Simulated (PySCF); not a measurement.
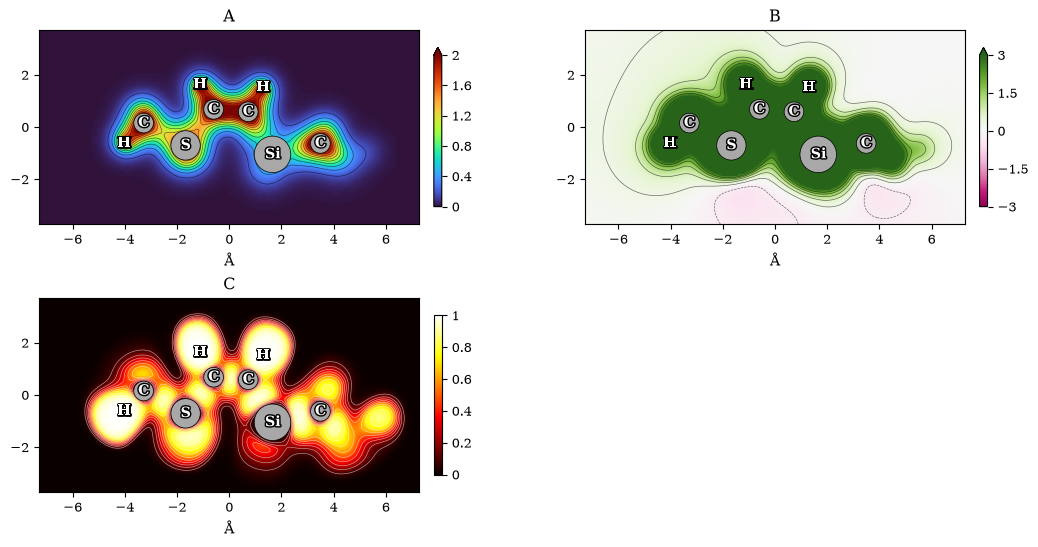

C5H10SSi: 3 fields on the plane of atoms C2, Si3 and C4, with unlabelled colour scales. Grey discs cover the atomic cores.

Geometry: GFN2-xTB.

Method: PySCF 2.14.0, PBE0/def2-SVPD, SCF density, gas phase.

```xyz
17

C    -3.9111   -0.5152   -0.2496
C    -2.8834   -0.2433    0.5372
Si   -1.1008   -0.7394    0.1866
C    -0.0503    0.7997    0.4343
C     1.2719    0.8192    0.3025
S     2.2287   -0.5849   -0.1216
C     3.8914    0.1620   -0.1250
H    -3.7837   -1.0445   -1.1803
H    -4.9246   -0.2258   -0.0121
H    -3.0781    0.2914    1.4605
H    -0.6857   -1.7829    1.1360
H    -0.9678   -1.2374   -1.1871
H    -0.5283    1.7345    0.6980
H     1.8712    1.7079    0.4465
H     3.9380    0.9484   -0.8728
H     4.1178    0.5528    0.8629
H     4.5880   -0.6304   -0.3775
```

### Which field does each panel show? The fields are: electron density, electron localisation function and electrostatic potential.

Panel A: electron density. Panel B: electrostatic potential (strongly positive close to the atoms and fading to about zero outside). Panel C: electron localisation function. From the grid: C–C (1.33 Å): the density is about 2.3 e/Å³ at the midpoint; the ELF peaks at about 0.95 between the atoms; a multiple bond. C–S (1.75 Å): the density is about 1.4 e/Å³ at the midpoint; the ELF peaks at about 0.95 between the atoms, as expected for a covalent bond.
